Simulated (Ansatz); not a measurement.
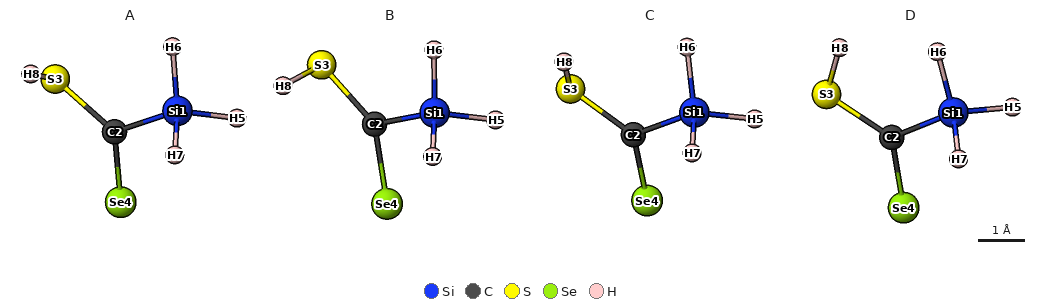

4 geometries from one relaxation of CH4SSeSi (coarse preliminary run), in shuffled order. A ball-and-stick model, seen at a tilt.

The start comes from a force field.

These are results of RKS PBE-D4/def2-SVP (Ansatz 0.2.0), not measurements. (force threshold 0.03 eV/Å; at most 200 steps)

**Put them in the order of the run, from the start to the converged end.**

B, A, C, D. They are steps 0, 3, 5, 14, at +28.6 kcal/mol, +9.70 kcal/mol, +2.68 kcal/mol relative to the last. After 14 geometry steps the energy has fallen by 28.6 kcal/mol. Largest force component: 2.1 eV/Å at the start, 0.023 eV/Å at the end. The forces were under the threshold at step 8, but the run went on from there. The largest move after the best rigid fit is that of H8, 1.16 Å. Largest moves by element: H 1.16 Å, S 0.74 Å, Se 0.35 Å, C 0.30 Å, Si 0.06 Å. Among the contacts that change: Si1–Se4 2.836 → 3.156 Å, S3–Se4 3.388 → 3.081 Å, S3–H8 1.472 → 1.371 Å, Si1–C2 1.816 → 1.903 Å. Among the angles between lasting bonds that change: S3–C2–Se4 138.1° → 121.2°, Si1–C2–Se4 101.6° → 117.1°, C2–S3–H8 90.2° → 98.4°. Groups turn about C2–S3 by about 90°. Cost: 15 s on 4 threads of AMD EPYC 7B13, with other jobs on the host.
